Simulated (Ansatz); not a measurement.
**Nudged elastic band of WH$_{5}$F**

System: WH$_{5}$F.
Method: RKS BLYP/def2-SVP (Ansatz 0.2.0).

It belongs to a series of runs on one base structure; here: band between the two ends. Figures and captions count atoms from 1; the log counts them from 0 in places.

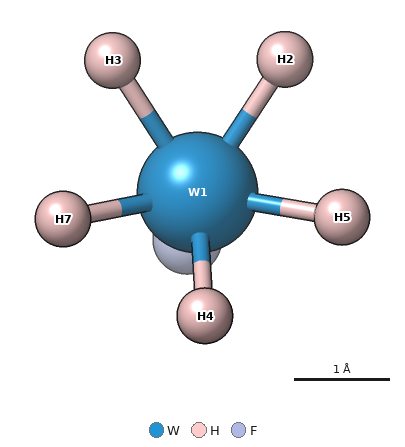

Fig. 1: The starting structure (ball-and-stick view, seen at a tilt; atoms are numbered from 1 in the order of the input). Sticks mark near contacts. Bond lengths as drawn: F–W 1.85 Å and H–W 1.70 Å.

**Input file**
```yaml
crystal:
  periodic: [false, false, false]
  atoms:
    - { symbol: W, position_ang: [0.078016, -0.249727, 0.078016] }
    - { symbol: H, position_ang: [0.428029, 0.057408, 1.714042] }
    - { symbol: H, position_ang: [1.714043, 0.057408, 0.428029] }
    - { symbol: H, position_ang: [-0.818179, 0.884751, -0.818179] }
    - { symbol: H, position_ang: [-1.137019, 0.56777, 0.94326] }
    - { symbol: F, position_ang: [-0.308451, -2.01538, -0.308452] }
    - { symbol: H, position_ang: [0.94326, 0.56777, -1.137018] }
basis:
  gaussian: { orbitals: def2-SVP }
hamiltonian:
  xc: blyp
neb:
  order_check: false
  images: 7
  f_tol: 0.05
  max_iterations: 60
  final_atoms:
    - { symbol: W, position_ang: [0.07788727, -0.24994363, 0.07797717] }
    - { symbol: H, position_ang: [0.42859183, 0.0575883, 1.71367234] }
    - { symbol: H, position_ang: [1.71380341, 0.0572971, 0.4279943] }
    - { symbol: H, position_ang: [-1.13636652, 0.56862928, 0.9432082] }
    - { symbol: H, position_ang: [-0.81867893, 0.88391177, -0.81851825] }
    - { symbol: F, position_ang: [-0.30852063, -2.01544843, -0.30780435] }
    - { symbol: H, position_ang: [0.94298258, 0.56796561, -1.13683142] }
  initial_path:
    images:
      - { positions_ang: [[0.078016, -0.249727, 0.078016], [0.428029, 0.057408, 1.714042], [1.714043, 0.057408, 0.428029], [-0.818179, 0.884751, -0.818179], [-1.137019, 0.56777, 0.94326], [-0.308451, -2.01538, -0.308452], [0.94326, 0.56777, -1.137018]] }
      - { positions_ang: [[0.05850756, -0.18735658, 0.05850753], [0.55921704, 0.04361962, 1.70225172], [1.70225253, 0.04361965, 0.55921695], [-0.61404906, 1.09350153, -0.61404901], [-1.28276849, 0.4253558, 0.70744075], [-0.23090131, -1.97409591, -0.23090217], [0.70744073, 0.42535588, -1.28276777]] }
      - { positions_ang: [[0.03899912, -0.12498616, 0.03899906], [0.69040508, 0.02983124, 1.69046143], [1.69046206, 0.02983131, 0.69040491], [-0.40991911, 1.30225206, -0.40991902], [-1.42851799, 0.28294161, 0.47162151], [-0.15335161, -1.93281182, -0.15335234], [0.47162146, 0.28294176, -1.42851755]] }
      - { positions_ang: [[0.01949068, -0.06261574, 0.01949059], [0.82159312, 0.01604286, 1.67867115], [1.67867158, 0.01604296, 0.82159286], [-0.20578917, 1.51100259, -0.20578904], [-1.57426748, 0.14052741, 0.23580226], [-0.07580192, -1.89152772, -0.0758025], [0.23580218, 0.14052764, -1.57426732]] }
      - { positions_ang: [[-1.776e-05, -0.00024532, -1.788e-05], [0.95278116, 0.00225448, 1.66688086], [1.66688111, 0.00225461, 0.95278082], [-0.00165923, 1.71975312, -0.00165905], [-1.72001697, -0.00188679, -1.698e-05], [0.00174778, -1.85024363, 0.00174733], [-1.709e-05, -0.00188648, -1.7200171]] }
      - { positions_ang: [[0.0194585, -0.06266989, 0.01948088], [0.82173383, 0.01608794, 1.67857873], [1.67861169, 0.01601523, 0.82158419], [-0.28533605, 1.43197216, 0.23455776], [-1.49468246, 0.21956285, -0.2046423], [-0.07581933, -1.89154483, -0.07564059], [0.23573283, 0.14057654, -1.57422068]] }
      - { positions_ang: [[0.03893476, -0.12509447, 0.03897965], [0.69068649, 0.02992139, 1.6902766], [1.69034226, 0.02977585, 0.69038756], [-0.56901288, 1.1441912, 0.47077458], [-1.26934795, 0.44101249, -0.40926762], [-0.15338643, -1.93284603, -0.15302851], [0.47148275, 0.28303956, -1.42842426]] }
      - { positions_ang: [[0.05841101, -0.18751905, 0.05847841], [0.55963916, 0.04375484, 1.70197447], [1.70207284, 0.04353648, 0.55919093], [-0.8526897, 0.85641024, 0.70699139], [-1.04401344, 0.66246213, -0.61389293], [-0.23095353, -1.97414723, -0.23041643], [0.70723266, 0.42550258, -1.28262784]] }
      - { positions_ang: [[0.07788727, -0.24994363, 0.07797717], [0.42859183, 0.0575883, 1.71367234], [1.71380341, 0.0572971, 0.4279943], [-1.13636652, 0.56862928, 0.9432082], [-0.81867893, 0.88391177, -0.81851825], [-0.30852063, -2.01544843, -0.30780435], [0.94298258, 0.56796561, -1.13683142]] }
```

Hardware: 1 thread of Intel Xeon (Sapphire Rapids), 16 GiB of memory available, shared host.

Command:
```bash
ansatz run input.yaml --threads 1 --pin off --max-ram 2048MiB --backend cpu --events-out ev --progress --plain --runs-dir out
```

**Output**
```
Engine: ansatz 0.2.0, x86_64-unknown-linux-gnu
Functional definition: BLYP
  parameter beta = 0.0042
  parameter a = 0.04918
  parameter b = 0.132
  parameter c = 0.2533
  parameter d = 0.349
  exchange = b88_x(beta = beta)
  correlation = lyp_c(a = a, b = b, c = c, d = d)
745 factors; their error is unknown
mean field evaluation 1: about -4618.4392 eV, gradient 3.0e1 eV
mean field evaluation 2: about -4613.9023 eV, gradient 6.4e1 eV
mean field evaluation 4: about -4620.3898 eV, gradient 3.5e0 eV
mean field evaluation 8: about -4620.3853 eV, gradient 1.8e-1 eV
mean field evaluation 16: about -4620.3853 eV, gradient 3.4e-5 eV
mean field -4620.38531856 eV, -169.7960286475 hartree, gradient 3.4e-5 eV, S^2 0.000000; 0 other end points of the search recorded, 0 dependent functions left out
the calculation of the forces begins
reference -4620.38568829 eV, -169.7960422347 hartree; 14, 14 occupied and 57, 57 virtual orbitals, 745 factors
745 factors; their error is unknown
mean field evaluation 32: about -4620.3853 eV, gradient 3.4e-5 eV
mean field -4620.38532331 eV, -169.7960288219 hartree, gradient 3.4e-5 eV, S^2 0.000000; 0 other end points of the search recorded, 0 dependent functions left out
[... from here on the field's lines of each further geometry are left out, up to the last ...]
NEB iter   1: max|band force component| = 8.599e0 eV/Å  barrier→ = 4.7137 eV  barrier← = 4.7137 eV  Δτ_max = 0.1969 Å  (853 SCF iters)
NEB iter   2: max|band force component| = 3.019e0 eV/Å  barrier→ = 3.5483 eV  barrier← = 3.5483 eV  Δτ_max = 0.2000 Å  (279 SCF iters)
NEB iter   3: max|band force component| = 2.051e0 eV/Å  barrier→ = 3.0748 eV  barrier← = 3.0748 eV  Δτ_max = 0.2000 Å  (264 SCF iters)
NEB iter   4: max|band force component| = 1.293e0 eV/Å  barrier→ = 2.5756 eV  barrier← = 2.5756 eV  Δτ_max = 0.2000 Å  (266 SCF iters)
NEB iter   5: max|band force component| = 2.034e0 eV/Å  barrier→ = 2.3371 eV  barrier← = 2.3371 eV  Δτ_max = 0.1012 Å  (255 SCF iters)
NEB iter   6: max|band force component| = 1.412e0 eV/Å  barrier→ = 2.1545 eV  barrier← = 2.1545 eV  Δτ_max = 0.1011 Å  (249 SCF iters)
NEB iter   7: max|band force component| = 9.001e-1 eV/Å  barrier→ = 1.9918 eV  barrier← = 1.9918 eV  Δτ_max = 0.1023 Å  (253 SCF iters)
NEB iter   8: max|band force component| = 9.375e-1 eV/Å  barrier→ = 1.8168 eV  barrier← = 1.8168 eV  Δτ_max = 0.1001 Å  (245 SCF iters)
NEB iter   9: max|band force component| = 8.123e-1 eV/Å  barrier→ = 1.6751 eV  barrier← = 1.6751 eV  Δτ_max = 0.0997 Å  (232 SCF iters)
NEB iter  10: max|band force component| = 7.322e-1 eV/Å  barrier→ = 1.4917 eV  barrier← = 1.4917 eV  Δτ_max = 0.1014 Å  (233 SCF iters)
NEB iter  11: max|band force component| = 5.052e-1 eV/Å  barrier→ = 1.3800 eV  barrier← = 1.3800 eV  Δτ_max = 0.2000 Å  (234 SCF iters)
NEB iter  12: max|band force component| = 1.789e0 eV/Å  barrier→ = 1.3796 eV  barrier← = 1.3796 eV  Δτ_max = 0.0833 Å  (229 SCF iters)
NEB iter  13: max|band force component| = 3.142e-1 eV/Å  barrier→ = 1.3050 eV  barrier← = 1.3050 eV  CI = image 4  Δτ_max = 0.1001 Å  (231 SCF iters)
NEB iter  14: max|band force component| = 1.478e-1 eV/Å  barrier→ = 1.3398 eV  barrier← = 1.3398 eV  CI = image 4  Δτ_max = 0.0324 Å  (225 SCF iters)
NEB iter  15: max|band force component| = 1.191e-1 eV/Å  barrier→ = 1.3290 eV  barrier← = 1.3290 eV  CI = image 4  Δτ_max = 0.1165 Å  (227 SCF iters)
NEB iter  16: max|band force component| = 2.062e-1 eV/Å  barrier→ = 1.3012 eV  barrier← = 1.3012 eV  CI = image 4  Δτ_max = 0.0582 Å  (226 SCF iters)
NEB iter  17: max|band force component| = 1.177e-1 eV/Å  barrier→ = 1.2915 eV  barrier← = 1.2915 eV  CI = image 4  Δτ_max = 0.0418 Å  (227 SCF iters)
NEB iter  18: max|band force component| = 9.879e-2 eV/Å  barrier→ = 1.2845 eV  barrier← = 1.2845 eV  CI = image 4  Δτ_max = 0.0352 Å  (227 SCF iters)
NEB iter  19: max|band force component| = 9.379e-2 eV/Å  barrier→ = 1.2784 eV  barrier← = 1.2784 eV  CI = image 4  Δτ_max = 0.0443 Å  (228 SCF iters)
NEB iter  20: max|band force component| = 6.202e-2 eV/Å  barrier→ = 1.2707 eV  barrier← = 1.2707 eV  CI = image 4  Δτ_max = 0.0476 Å  (229 SCF iters)
NEB iter  21: max|band force component| = 4.900e-2 eV/Å  barrier→ = 1.2647 eV  barrier← = 1.2647 eV  CI = image 4  Δτ_max = 0.0328 Å  (220 SCF iters)
NEB iter  22: max|band force component| = 5.632e-2 eV/Å  barrier→ = 1.2624 eV  barrier← = 1.2624 eV  CI = image 4  Δτ_max = 0.0285 Å  (31 SCF iters)
NEB iter  23: max|band force component| = 5.293e-2 eV/Å  barrier→ = 1.2613 eV  barrier← = 1.2613 eV  CI = image 4  Δτ_max = 0.0142 Å  (213 SCF iters)
NEB iter  24: max|band force component| = 3.340e-2 eV/Å  barrier→ = 1.2606 eV  barrier← = 1.2606 eV  CI = image 4  Δτ_max = 0.0227 Å  (379 SCF iters)
the calculation of the forces begins
reference -4619.12558823 eV, -169.7497344115 hartree; 14, 14 occupied and 57, 57 virtual orbitals, 745 factors
745 factors; their error is unknown
mean field -4619.12522005 eV, -169.7497208814 hartree, gradient 3.1e-5 eV, S^2 0.000000; 1 other end points of the search recorded, 0 dependent functions left out
the calculation of the forces begins
reference -4619.12558823 eV, -169.7497344115 hartree; 14, 14 occupied and 57, 57 virtual orbitals, 745 factors
NEB iter  25: max|band force component| = 3.760e-2 eV/Å  barrier→ = 1.2601 eV  barrier← = 1.2601 eV  CI = image 4  Δτ_max = 0.0000 Å  (61 SCF iters)
```

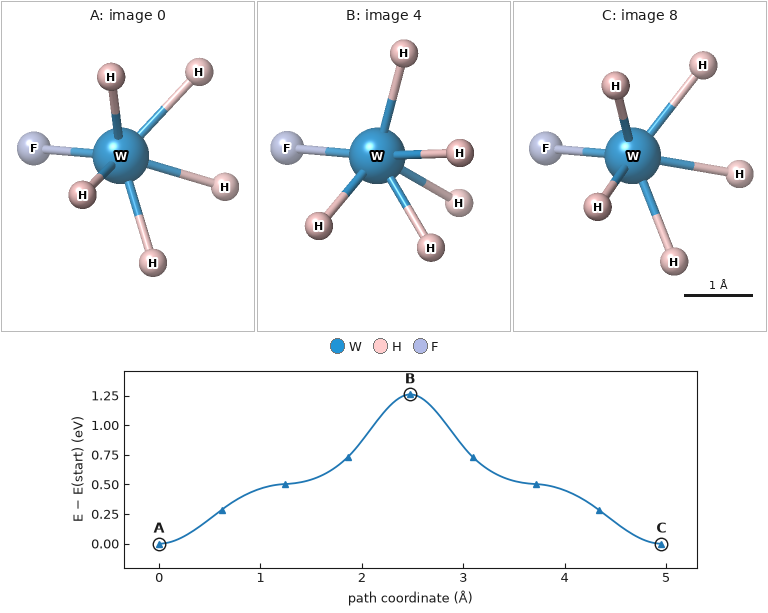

Fig. 2: Images of the last band (counted from 0; ball-and-stick, seen at a tilt) above the energy along the path; the line is a cubic interpolation that uses the forces. The highest image is number 4, 1.260 eV above the start and 1.260 eV above the end (the climbing image); start and end have the same energy. The path is 4.96 Å long. The band converged in 25 iterations.

```
Total energy: -4619.12558823 eV, -169.7497344115 hartree
Atom 0 at    -0.066594    -0.294792     0.119474 Å, force    -0.001914     0.018428    -0.006074 eV/Å
Atom 1 at     0.801203    -0.173095     1.573018 Å, force     0.003967    -0.000227     0.000354 eV/Å
Atom 2 at     1.270534     0.724248     0.151700 Å, force     0.002293     0.002955     0.008813 eV/Å
Atom 3 at    -0.165904     1.477995     0.180648 Å, force     0.002030    -0.002657    -0.002759 eV/Å
Atom 4 at    -1.616869     0.417653     0.143851 Å, force    -0.001093    -0.005529     0.000995 eV/Å
Atom 5 at    -0.124727    -2.208861     0.052808 Å, force    -0.002916    -0.010113     0.000135 eV/Å
Atom 6 at     0.802055    -0.073147    -1.321799 Å, force    -0.002367    -0.002857    -0.001463 eV/Å
Dipole moment:    -0.111408    -0.126337    -0.004640 e Å
this run last wrote the band of iteration 25 to [file]; this run last wrote the band within `neb.f_tol` of iteration 24 to [file]
```

**The last band as extended XYZ (Å, eV, eV/Å)**
```
7
Properties=species:S:1:pos:R:3:forces:R:3 image=0 energy=-4620.38532
W     0.0780   -0.2497    0.0780   -0.0039  -0.0134  -0.0039
H     0.4280    0.0574    1.7140    0.0017   0.0002  -0.0014
H     1.7140    0.0574    0.4280   -0.0014   0.0002   0.0017
H    -0.8182    0.8848   -0.8182    0.0003  -0.0009   0.0003
H    -1.1370    0.5678    0.9433    0.0013   0.0017  -0.0005
F    -0.3085   -2.0154   -0.3085    0.0025   0.0104   0.0025
H     0.9433    0.5678   -1.1370   -0.0005   0.0017   0.0013
7
Properties=species:S:1:pos:R:3:forces:R:3 image=1 energy=-4620.09767
W     0.0383   -0.2629    0.1488    0.0613  -0.0003  -0.1189
H     0.5714   -0.0998    1.7701   -0.2217   0.1360  -0.0128
H     1.6088    0.3540    0.3796    0.1658  -0.2599   0.0743
H    -0.5834    1.0735   -0.7045   -0.2608  -0.1250  -0.1427
H    -1.3265    0.5203    0.8297    0.1835   0.0050   0.1900
F    -0.2956   -2.0226   -0.3366   -0.0241  -0.0136   0.0322
H     0.8868    0.3075   -1.1873    0.0960   0.2578  -0.0221
7
Properties=species:S:1:pos:R:3:forces:R:3 image=2 energy=-4619.88211
W    -0.0171   -0.2656    0.2563    0.0036  -0.0054   0.0005
H     0.7513   -0.2341    1.7914   -0.0075   0.0020   0.0066
H     1.4408    0.6137    0.3398    0.0099  -0.0044   0.0060
H    -0.3430    1.1910   -0.5680   -0.0130  -0.0112  -0.0266
H    -1.5151    0.4885    0.6265    0.0061   0.0013   0.0186
F    -0.2365   -2.0112   -0.3927   -0.0045   0.0073  -0.0068
H     0.8191    0.0875   -1.1535    0.0054   0.0103   0.0018
7
Properties=species:S:1:pos:R:3:forces:R:3 image=3 energy=-4619.65529
W    -0.0590   -0.2774    0.2725    0.0205   0.0528   0.2448
H     0.8416   -0.2392    1.7106    0.0668  -0.0371   0.2204
H     1.3127    0.7028    0.2477    0.0536   0.0233   0.1058
H    -0.1817    1.3733   -0.2082   -0.0540  -0.1685  -0.6508
H    -1.6114    0.4481    0.3366   -0.0056  -0.0135   0.2643
F    -0.1542   -2.0904   -0.2631   -0.0334   0.1597  -0.3808
H     0.7516   -0.0471   -1.1965   -0.0478  -0.0167   0.1962
7
Properties=species:S:1:pos:R:3:forces:R:3 image=4 energy=-4619.12522
W    -0.0666   -0.2948    0.1195   -0.0019   0.0184  -0.0061
H     0.8012   -0.1731    1.5730    0.0040  -0.0002   0.0004
H     1.2705    0.7242    0.1517    0.0023   0.0030   0.0088
H    -0.1659    1.4780    0.1806    0.0020  -0.0027  -0.0028
H    -1.6169    0.4177    0.1439   -0.0011  -0.0055   0.0010
F    -0.1247   -2.2089    0.0528   -0.0029  -0.0101   0.0001
H     0.8021   -0.0731   -1.3218   -0.0024  -0.0029  -0.0015
7
Properties=species:S:1:pos:R:3:forces:R:3 image=5 energy=-4619.65566
W    -0.0516   -0.2497   -0.0632    0.0425   0.0804  -0.2310
H     0.6824   -0.2573    1.4634   -0.0439   0.0092  -0.2012
H     1.3174    0.7026    0.1873    0.0564   0.0373  -0.1063
H    -0.1989    1.3052    0.6642   -0.0935  -0.2589   0.6158
H    -1.5983    0.4902   -0.0959    0.0101   0.0285  -0.2583
F    -0.1732   -2.1238    0.1736   -0.0563   0.1002   0.4039
H     0.9219    0.0028   -1.4297    0.0847   0.0032  -0.2227
7
Properties=species:S:1:pos:R:3:forces:R:3 image=6 energy=-4619.88215
W     0.0113   -0.2266   -0.0749    0.0022  -0.0010  -0.0008
H     0.5973   -0.2256    1.4962    0.0060   0.0102   0.0005
H     1.4451    0.6207    0.2890    0.0103  -0.0031  -0.0060
H    -0.4771    1.0039    1.0001   -0.0169  -0.0200   0.0218
H    -1.4211    0.6198   -0.5012    0.0101   0.0060  -0.0180
F    -0.2749   -2.0710    0.1039   -0.0057   0.0045   0.0091
H     1.0191    0.1487   -1.4134   -0.0060   0.0033  -0.0066
7
Properties=species:S:1:pos:R:3:forces:R:3 image=7 energy=-4620.09851
W     0.0569   -0.2440    0.0177    0.0257  -0.0367   0.1258
H     0.4961   -0.1025    1.6356    0.0765   0.2377   0.1180
H     1.6064    0.3531    0.3952    0.1905  -0.2344  -0.0975
H    -0.8230    0.8219    1.0130   -0.2843  -0.1511   0.0274
H    -1.1078    0.7493   -0.7548    0.2277   0.0512  -0.1251
F    -0.3232   -2.0553   -0.1166   -0.0141  -0.0019  -0.0394
H     0.9942    0.3475   -1.2903   -0.2219   0.1352  -0.0091
7
Properties=species:S:1:pos:R:3:forces:R:3 image=8 energy=-4620.38532
W     0.0779   -0.2499    0.0780   -0.0001  -0.0006  -0.0006
H     0.4286    0.0576    1.7137    0.0004   0.0001   0.0005
H     1.7138    0.0573    0.4280    0.0002  -0.0001   0.0004
H    -1.1364    0.5686    0.9432   -0.0004   0.0000   0.0002
H    -0.8187    0.8839   -0.8185    0.0001   0.0001  -0.0002
F    -0.3085   -2.0154   -0.3078    0.0000   0.0004   0.0001
H     0.9430    0.5680   -1.1368   -0.0001   0.0001  -0.0004
```

**Results in brief**

| quantity | value |
| --- | --- |
| outcome | converged |
| barrier, forward | 1.260 eV |
| barrier, backward | 1.260 eV |
| wall time | 4.4 min |
| peak memory | 0.15 GiB |

**Notes**

The order of the saddle point was not checked.
